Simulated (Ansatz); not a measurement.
Run report: TiN3H6F, molecular dynamics (part 2 of 2)

Continued. System: TiN3H6F. Method: RHF/def2-SVP (Ansatz 0.2.0). The run did not end well. One setting was made poor on purpose. It belongs to a series of runs on one base structure; here: an input spoilt on purpose.

Geometry of the input (Å):
```
Ti 0.0223  -0.0160  -0.0292
F  0.1075  -0.0770  1.7350
N  1.7371  -0.0247  -0.7677
H  2.4885  -0.6055  -0.4384
H  2.0676  0.6026  -1.4778
N  -0.8523  1.5368  -0.5862
H  -1.5911  1.5794  -1.2639
H  -0.7060  2.4414  -0.1729
N  -0.9107  -1.4928  -0.6890
H  -1.7479  -1.8604  -0.2714
H  -0.6086  -2.0838  -1.4417
```

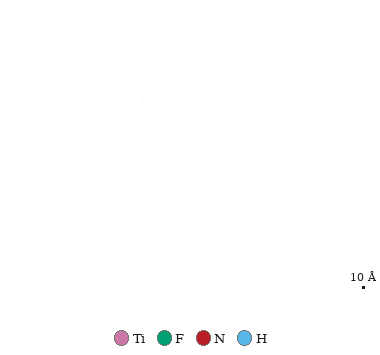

Fig. 1: The geometry at step 8 of the log (ball-and-stick view, seen at an oblique angle).

```
these checks for a lower state are left out or cut short: starts, cluster_reference, orbital_swaps, neighbouring_geometries, increment
1292 factors; integrals over basis functions are off by at most 5.2e-5 eV
Unfinished report: {"positions_ang":[[-551.2622782483733,-323.2622353483733,430.9834777389542],[230.36890302444735,-36.96394237968302,814.4664036567816],[2588.441968690244,-508.100128798393,68.99489842427332],[-93.17925823920095,107.08145776243227,-16.179622416302877],[806.2742706718427,-469.01236073953703,1630.600244748352],[-446.6811406948765,2637.1811962889856,-1085.6264849101137],[192.60403347674685,10.963594598610115,329.94793212407114],[67.60623357363126,-82.19650872125855,-4.374202055366753],[-641.841410415433,-938.7280060934529,-1705.0948555011537],[-490.46868384289087,1051.2995881726226,509.27999976567014],[513.10010451622,-1113.484632833809,-447.6688899291891]],"unchecked":["starts","cluster_reference","orbital_swaps","neighbouring_geometries","increment"],"mean_field":{"relativity":"none","state":{"energy":{"ev":-30245.071279828277,"hartree":-1111.485868688059},"converged":true,"gradient_ev":2.894824095437722e-6,"stability":{"kind":"undecided","curvature_ev":2.5990970974157896e-6},"curvature_floor_ev":0.00030000000000000003,"spin_squared":0.0},"others":[],"fillings":{"estimated":0,"unestimated":0,"tried":0,"untried":0,"excluded_magnetic_sites":0},"n_dropped_functions":0,"n_trapped_functions":0,"passes":{"evaluations":9,"products":301},"factors":{"origin":"Cholesky decomposition","count":1292,"bound_ev":0.00005217833659169518},"gradient_stop_ev":0.00001,"reference_kind":"stationary","symmetry":{"irreps":["A"],"axes":[[0.6694201094767278,-0.41978578002525624,0.612908325866726],[0.3262908222761489,0.9073432264765195,0.26507087479678704],[-0.6673912018647835,0.02254258760139463,0.7443660493451547]],"occupied":[{"A":29},{"A":29}]},"held":{"pivots":1292,"left_out":58,"joined":0},"density_repulsion":{"missed_ev":7.963691383630787e-6,"excess_ev":4.0577897145844716e-7,"most_excess_ev":0.0001566,"are_drawn_again":false,"n_first_factors":1292,"energy_change_ev":0.0,"n_dropped_ends":0}},"factors":{"origin":"Cholesky decomposition","count":1292,"bound_ev":0.00005217833659169518},"n_frozen":0,"n_occupied":[29,29],"n_virtual":[88,88],"reference":{"ev":-30245.071279828277,"hartree":-1111.485868688059},"total":{"ev":-30245.071279828277,"hartree":-1111.485868688059},"forces_ev_per_angstrom":[[1.0046416911290127e-6,4.0617754286391334e-7,2.510673476851171e-7],[-1.8522957276604183e-6,1.3802206727836964e-6,-0.000017803714516912205],[-9.511227819897705e-7,4.3520745785212073e-8,6.42356998888862e-7],[0.00007061736712127674,-0.00008243397217655759,6.357249191306483e-6],[1.881167025076658e-7,3.8476822158385973e-7,-1.4898760599041342e-6],[3.5960469751943912e-9,-9.18157875972432e-7,8.938645297611862e-7],[-4.755566484521967e-7,-2.0980756548624234e-6,0.000014470007339848392],[-0.00006896948307756617,0.00008272007175373526,-2.7361212242760017e-6],[1.4935655822546745e-6,-1.9286515110530075e-7,1.6541635399775728e-6],[3.745959204088815e-7,3.2083223240851594e-7,-8.251844586890114e-7],[-1.4334248288822163e-6,3.8747968933080094e-7,-1.4138126876930624e-6]],"charge_distribution":{"dipole_moment_e_ang":[6.643537160765758,72.06309881285655,-508.72328474656547],"mulliken_charges_e":[0.05156298809885129,-0.4962295349484993,0.07450962840857134,0.03577136006368553,0.03734272673611616,0.07437180892741324,0.03884445369863465,0.03579693789920224,0.07422268238778607,0.037035263424936016,0.03677168530329489],"lowdin_charges_e":[0.0515629880988584,-0.4962295349485011,0.0745096284085669,0.03577136006368509,0.03734272673611583,0.07437180892740969,0.03884445369863432,0.03579693789920191,0.07422268238778251,0.037035263424935794,0.036771685303294555]},"n_threads":4,"memory_gib":4.261363637633622,"seconds":{"hamiltonian":3.156193548,"orbitals":0.0,"second_order":0.0,"solver_start":0.0,"cycles":0.0,"cycle":0.0,"perturbative":0.0,"full_ci_increment":0.0,"forces":0.0}}
Error: SIGTERM received: run cancelled behind 748 evaluations of the mean field
```

## Trajectory as extended XYZ (Å, eV, eV/Å), 17 frames, from step=0 to step=16
```
11
Properties=species:S:1:pos:R:3:forces:R:3 step=0 time_fs=0.0 energy=-30327.24505 temperature=2000.0
Ti    0.0223   -0.0160   -0.0292    0.0021  -0.0037   0.0002
F     0.1075   -0.0770    1.7350    0.0009  -0.0015   0.0009
N     1.7371   -0.0247   -0.7677    0.0008   0.0048  -0.0019
H     2.4885   -0.6055   -0.4384    0.0010  -0.0020   0.0016
H     2.0676    0.6026   -1.4778    0.0009  -0.0001  -0.0002
N    -0.8523    1.5368   -0.5862   -0.0024  -0.0002  -0.0016
H    -1.5911    1.5794   -1.2639    0.0009  -0.0009  -0.0007
H    -0.7060    2.4414   -0.1729   -0.0006   0.0001   0.0001
N    -0.9107   -1.4928   -0.6890    0.0003   0.0035  -0.0001
H    -1.7479   -1.8604   -0.2714   -0.0024  -0.0016  -0.0003
H    -0.6086   -2.0838   -1.4417   -0.0014   0.0015   0.0021
11
Properties=species:S:1:pos:R:3:forces:R:3 step=1 time_fs=50.0 energy=-30233.04561 temperature=6329504.0
Ti   -0.2872   -0.1855   -0.1269  -72.2778 -42.4054  57.2275
F     0.4227    0.2310    1.0711   11.8266  -2.1959  43.2377
N     0.8691    0.2433   -0.1184  100.6761 -19.8349   2.2984
H     3.4499   -0.3787    0.8719   -0.3391   0.3220  -0.1046
H     0.1545    1.7063   -1.4399    2.3257  -1.3576   4.5456
N     0.2715    0.9712   -0.2525  -17.9553 102.3833 -42.2117
H    -2.5375   -0.5945   -0.2314    0.5829   0.1235   0.8720
H     0.9000    3.6862    0.6643    0.1483  -0.3234  -0.0473
N    -0.6695   -0.7678   -0.9541  -24.9619 -36.7319 -65.8183
H     0.2915   -4.8510    0.7464   -1.4526   3.0673   1.3744
H    -0.5103   -3.1921    1.4984    1.4272  -3.0470  -1.3738
11
Properties=species:S:1:pos:R:3:forces:R:3 step=2 time_fs=100.0 energy=-30245.85095 temperature=25498832.4
Ti  -37.0191  -21.7241   28.6138    0.0005   0.0002   0.0001
F    15.7537   -2.2490   55.3040   -0.0008   0.0002  -0.0038
N   173.3744  -33.6463    4.4888   -0.0002   0.0000   0.0001
H    -3.7037    7.5531   -0.3196    0.0239  -0.0253   0.0018
H    53.8944  -29.6777  107.3735    0.0000   0.0001  -0.0003
N   -29.5254  176.7190  -72.6112    0.0000  -0.0002   0.0002
H    10.4658    0.1873   21.6683    0.0003  -0.0003   0.0035
H     6.0538   -2.8075    0.3702   -0.0238   0.0253  -0.0015
N   -43.4151  -63.2983 -114.5644    0.0003  -0.0001   0.0004
H   -32.4291   65.5579   34.6541    0.0001   0.0000  -0.0002
H    33.7405  -77.2144  -28.4355   -0.0003   0.0001  -0.0003
11
Properties=species:S:1:pos:R:3:forces:R:3 step=3 time_fs=150.0 energy=-30245.41091 temperature=25498333.0
Ti  -73.7508  -43.2625   57.3544    0.0001   0.0000   0.0000
F    31.0836   -4.7288  109.5322   -0.0001   0.0001  -0.0010
N   345.8794  -67.5359    9.0962   -0.0001   0.0000   0.0000
H   -10.2860   14.8791   -1.4687    0.0046  -0.0051   0.0004
H   107.6353  -61.0597  216.1790    0.0000   0.0000  -0.0001
N   -59.3222  352.4665 -144.9696    0.0000   0.0000   0.0000
H    23.4755    0.9615   43.6523    0.0000  -0.0001   0.0008
H    10.6385   -8.6954    0.0400   -0.0045   0.0051  -0.0002
N   -86.1601 -125.8290 -228.1740    0.0001   0.0000   0.0001
H   -65.1472  135.9673   68.5580    0.0000   0.0000   0.0000
H    67.9840 -151.2347  -58.3773   -0.0001   0.0000  -0.0001
11
Properties=species:S:1:pos:R:3:forces:R:3 step=4 time_fs=200.0 energy=-30245.27701 temperature=25498207.4
Ti -110.4825  -64.8010   86.0951    0.0000   0.0000   0.0000
F    46.4134   -7.2085  163.7591   -0.0001   0.0000  -0.0004
N   518.3843 -101.4254   13.7038    0.0000   0.0000   0.0000
H   -16.7588   22.0822   -2.6087    0.0019  -0.0022   0.0002
H   161.3765  -92.4411  324.9826    0.0000   0.0000   0.0000
N   -89.1190  528.2138 -217.3279    0.0000   0.0000   0.0000
H    36.4856    1.7335   65.6561    0.0000   0.0000   0.0004
H    15.1152  -14.4602   -0.2954   -0.0019   0.0022  -0.0001
N  -128.9050 -188.3597 -341.7834    0.0000   0.0000   0.0000
H   -97.8648  206.3771  102.4607    0.0000   0.0000   0.0000
H   102.2256 -225.2544  -88.3209    0.0000   0.0000   0.0000
11
Properties=species:S:1:pos:R:3:forces:R:3 step=5 time_fs=250.0 energy=-30245.21178 temperature=25498148.8
Ti -147.2142  -86.3394  114.8358    0.0000   0.0000   0.0000
F    61.7431   -9.6881  217.9855    0.0000   0.0000  -0.0002
N   690.8892 -135.3150   18.3113    0.0000   0.0000   0.0000
H   -23.1861   29.2334   -3.7448    0.0010  -0.0012   0.0001
H   215.1179 -123.8224  433.7853    0.0000   0.0000   0.0000
N  -118.9159  703.9612 -289.6861    0.0000   0.0000   0.0000
H    49.4956    2.5043   87.6687    0.0000   0.0000   0.0002
H    19.5471  -20.1731   -0.6329   -0.0010   0.0012   0.0000
N  -171.6497 -250.8904 -455.3928    0.0000   0.0000   0.0000
H  -130.5821  276.7871  136.3630    0.0000   0.0000   0.0000
H   136.4663 -299.2739 -118.2655    0.0000   0.0000   0.0000
11
Properties=species:S:1:pos:R:3:forces:R:3 step=6 time_fs=300.0 energy=-30245.17310 temperature=25498114.7
Ti -183.9458 -107.8779  143.5765    0.0000   0.0000   0.0000
F    77.0728  -12.1678  272.2115    0.0000   0.0000  -0.0002
N   863.3940 -169.2046   22.9189    0.0000   0.0000   0.0000
H   -29.5885   36.3561   -4.8788    0.0007  -0.0008   0.0001
H   268.8592 -155.2035  542.5874    0.0000   0.0000   0.0000
N  -148.7127  879.7085 -362.0444    0.0000   0.0000   0.0000
H    62.5057    3.2744  109.6861    0.0000   0.0000   0.0001
H    23.9547  -25.8573   -0.9715   -0.0006   0.0008   0.0000
N  -214.3945 -313.4210 -569.0022    0.0000   0.0000   0.0000
H  -163.2992  347.1971  170.2650    0.0000   0.0000   0.0000
H   170.7065 -373.2933 -148.2104    0.0000   0.0000   0.0000
11
Properties=species:S:1:pos:R:3:forces:R:3 step=7 time_fs=350.0 energy=-30245.14749 temperature=25498092.3
Ti -220.6775 -129.4163  172.3172    0.0000   0.0000   0.0000
F    92.4025  -14.6474  326.4374    0.0000   0.0000  -0.0001
N  1035.8988 -203.0941   27.5265    0.0000   0.0000   0.0000
H   -35.9752   43.4607   -6.0113    0.0005  -0.0005   0.0000
H   322.6007 -186.5845  651.3893    0.0000   0.0000   0.0000
N  -178.5096 1055.4558 -434.4026    0.0000   0.0000   0.0000
H    75.5156    4.0441  131.7067    0.0000   0.0000   0.0001
H    28.3469  -31.5234   -1.3106   -0.0004   0.0005   0.0000
N  -257.1392 -375.9517 -682.6115    0.0000   0.0000   0.0000
H  -196.0163  417.6073  204.1668    0.0000   0.0000   0.0000
H   204.9464 -447.3126 -178.1557    0.0000   0.0000   0.0000
11
Properties=species:S:1:pos:R:3:forces:R:3 step=8 time_fs=400.0 energy=-30245.12926 temperature=25498076.5
Ti -257.4091 -150.9548  201.0579    0.0000   0.0000   0.0000
F   107.7321  -17.1271  380.6631    0.0000   0.0000  -0.0001
N  1208.4037 -236.9837   32.1341    0.0000   0.0000   0.0000
H   -42.3512   50.5529   -7.1429    0.0003  -0.0004   0.0000
H   376.3421 -217.9655  760.1909    0.0000   0.0000   0.0000
N  -208.3064 1231.2031 -506.7608    0.0000   0.0000   0.0000
H    88.5256    4.8135  153.7295    0.0000   0.0000   0.0001
H    32.7285  -37.1770   -1.6502   -0.0003   0.0004   0.0000
N  -299.8840 -438.4824 -796.2208    0.0000   0.0000   0.0000
H  -228.7334  488.0174  238.0685    0.0000   0.0000   0.0000
H   239.1861 -521.3318 -208.1013    0.0000   0.0000   0.0000
11
Properties=species:S:1:pos:R:3:forces:R:3 step=9 time_fs=450.0 energy=-30245.11563 temperature=25498064.6
Ti -294.1408 -172.4932  229.7986    0.0000   0.0000   0.0000
F   123.0617  -19.6067  434.8887    0.0000   0.0000  -0.0001
N  1380.9085 -270.8732   36.7417    0.0000   0.0000   0.0000
H   -48.7193   57.6359   -8.2738    0.0003  -0.0003   0.0000
H   430.0836 -249.3464  868.9924    0.0000   0.0000   0.0000
N  -238.1032 1406.9503 -579.1191    0.0000   0.0000   0.0000
H   101.5355    5.5827  175.7538    0.0000   0.0000   0.0001
H    37.1025  -42.8215   -1.9902   -0.0002   0.0003   0.0000
N  -342.6287 -501.0131 -909.8301    0.0000   0.0000   0.0000
H  -261.4504  558.4276  271.9701    0.0000   0.0000   0.0000
H   273.4256 -595.3510 -238.0469    0.0000   0.0000   0.0000
11
Properties=species:S:1:pos:R:3:forces:R:3 step=10 time_fs=500.0 energy=-30245.10505 temperature=25498055.5
Ti -330.8724 -194.0316  258.5393    0.0000   0.0000   0.0000
F   138.3913  -22.0863  489.1142    0.0000   0.0000   0.0000
N  1553.4133 -304.7628   41.3493    0.0000   0.0000   0.0000
H   -55.0813   64.7119   -9.4042    0.0002  -0.0002   0.0000
H   483.8251 -280.7273  977.7937    0.0000   0.0000   0.0000
N  -267.9001 1582.6976 -651.4773    0.0000   0.0000   0.0000
H   114.5453    6.3517  197.7794    0.0000   0.0000   0.0000
H    41.4706  -48.4589   -2.3303   -0.0002   0.0002   0.0000
N  -385.3734 -563.5438 -1023.4393    0.0000   0.0000   0.0000
H  -294.1673  628.8379  305.8716    0.0000   0.0000   0.0000
H   307.6651 -669.3701 -267.9927    0.0000   0.0000   0.0000
11
Properties=species:S:1:pos:R:3:forces:R:3 step=11 time_fs=550.0 energy=-30245.09659 temperature=25498048.2
Ti -367.6041 -215.5701  287.2800    0.0000   0.0000   0.0000
F   153.7209  -24.5659  543.3397    0.0000   0.0000   0.0000
N  1725.9181 -338.6523   45.9569    0.0000   0.0000   0.0000
H   -61.4387   71.7825  -10.5341    0.0002  -0.0002   0.0000
H   537.5666 -312.1082 1086.5950    0.0000   0.0000   0.0000
N  -297.6969 1758.4449 -723.8355    0.0000   0.0000   0.0000
H   127.5551    7.1206  219.8059    0.0000   0.0000   0.0000
H    45.8340  -54.0908   -2.6707   -0.0002   0.0002   0.0000
N  -428.1180 -626.0745 -1137.0486    0.0000   0.0000   0.0000
H  -326.8843  699.2481  339.7731    0.0000   0.0000   0.0000
H   341.9044 -743.3893 -297.9386    0.0000   0.0000   0.0000
11
Properties=species:S:1:pos:R:3:forces:R:3 step=12 time_fs=600.0 energy=-30245.08968 temperature=25498042.2
Ti -404.3357 -237.1085  316.0207    0.0000   0.0000   0.0000
F   169.0505  -27.0455  597.5651    0.0000   0.0000   0.0000
N  1898.4228 -372.5419   50.5645    0.0000   0.0000   0.0000
H   -67.7922   78.8486  -11.6637    0.0001  -0.0002   0.0000
H   591.3081 -343.4891 1195.3962    0.0000   0.0000   0.0000
N  -327.4938 1934.1922 -796.1937    0.0000   0.0000   0.0000
H   140.5650    7.8893  241.8332    0.0000   0.0000   0.0000
H    50.1937  -59.7183   -3.0112   -0.0001   0.0002   0.0000
N  -470.8627 -688.6052 -1250.6579    0.0000   0.0000   0.0000
H  -359.6012  769.6584  373.6746    0.0000   0.0000   0.0000
H   376.1436 -817.4084 -327.8845    0.0000   0.0000   0.0000
11
Properties=species:S:1:pos:R:3:forces:R:3 step=13 time_fs=650.0 energy=-30245.08393 temperature=25498037.2
Ti -441.0674 -258.6469  344.7614    0.0000   0.0000   0.0000
F   184.3801  -29.5251  651.7905    0.0000   0.0000   0.0000
N  2070.9276 -406.4315   55.1721    0.0000   0.0000   0.0000
H   -74.1426   85.9110  -12.7930    0.0001  -0.0001   0.0000
H   645.0497 -374.8699 1304.1973    0.0000   0.0000   0.0000
N  -357.2906 2109.9394 -868.5519    0.0000   0.0000   0.0000
H   153.5747    8.6580  263.8611    0.0000   0.0000   0.0000
H    54.5504  -65.3420   -3.3518   -0.0001   0.0001   0.0000
N  -513.6074 -751.1359 -1364.2671    0.0000   0.0000   0.0000
H  -392.3181  840.0687  407.5760    0.0000   0.0000   0.0000
H   410.3828 -891.4274 -357.8306    0.0000   0.0000   0.0000
11
Properties=species:S:1:pos:R:3:forces:R:3 step=14 time_fs=700.0 energy=-30245.07906 temperature=25498033.0
Ti -477.7990 -280.1854  373.5021    0.0000   0.0000   0.0000
F   199.7097  -32.0047  706.0158    0.0000   0.0000   0.0000
N  2243.4324 -440.3210   59.7797    0.0000   0.0000   0.0000
H   -80.4903   92.9703  -13.9221    0.0001  -0.0001   0.0000
H   698.7912 -406.2507 1412.9983    0.0000   0.0000   0.0000
N  -387.0875 2285.6867 -940.9101    0.0000   0.0000   0.0000
H   166.5845    9.4266  285.8896    0.0000   0.0000   0.0000
H    58.9044  -70.9627   -3.6925   -0.0001   0.0001   0.0000
N  -556.3521 -813.6666 -1477.8764    0.0000   0.0000   0.0000
H  -425.0350  910.4790  441.4773    0.0000   0.0000   0.0000
H   444.6220 -965.4465 -387.7766    0.0000   0.0000   0.0000
11
Properties=species:S:1:pos:R:3:forces:R:3 step=15 time_fs=750.0 energy=-30245.07489 temperature=25498029.4
Ti -514.5306 -301.7238  402.2428    0.0000   0.0000   0.0000
F   215.0393  -34.4843  760.2411    0.0000   0.0000   0.0000
N  2415.9372 -474.2106   64.3873    0.0000   0.0000   0.0000
H   -86.8357  100.0270  -15.0509    0.0001  -0.0001   0.0000
H   752.5327 -437.6316 1521.7993    0.0000   0.0000   0.0000
N  -416.8843 2461.4339 -1013.2683    0.0000   0.0000   0.0000
H   179.5943   10.1951  307.9186    0.0000   0.0000   0.0000
H    63.2563  -76.5807   -4.0333   -0.0001   0.0001   0.0000
N  -599.0967 -876.1973 -1591.4856    0.0000   0.0000   0.0000
H  -457.7518  980.8893  475.3787    0.0000   0.0000   0.0000
H   478.8611 -1039.4656 -417.7227    0.0000   0.0000   0.0000
11
Properties=species:S:1:pos:R:3:forces:R:3 step=16 time_fs=800.0 energy=-30245.07128 temperature=25498026.3
Ti -551.2623 -323.2622  430.9835    0.0000   0.0000   0.0000
F   230.3689  -36.9639  814.4664    0.0000   0.0000   0.0000
N  2588.4420 -508.1001   68.9949    0.0000   0.0000   0.0000
H   -93.1793  107.0815  -16.1796    0.0001  -0.0001   0.0000
H   806.2743 -469.0124 1630.6002    0.0000   0.0000   0.0000
N  -446.6811 2637.1812 -1085.6265    0.0000   0.0000   0.0000
H   192.6040   10.9636  329.9479    0.0000   0.0000   0.0000
H    67.6062  -82.1965   -4.3742   -0.0001   0.0001   0.0000
N  -641.8414 -938.7280 -1705.0949    0.0000   0.0000   0.0000
H  -490.4687 1051.2996  509.2800    0.0000   0.0000   0.0000
H   513.1001 -1113.4846 -447.6689    0.0000   0.0000   0.0000
```

## Outcome

| quantity | value |
| --- | --- |
| outcome | stopped at the time limit |
| mean temperature over the second half | 25498046 K |
| trajectory | 16 steps, 800 fs |
| ensemble | nve |
| temperature in the input | 2000.0 K |
| time step | 50.0 fs |
| wall time | 90 s (CPU time 5.6 min) |
| peak memory | 0.29 GiB |

## What went wrong

The run was cut off by its time limit, so the output is incomplete. A deliberately poor setting: bad input.
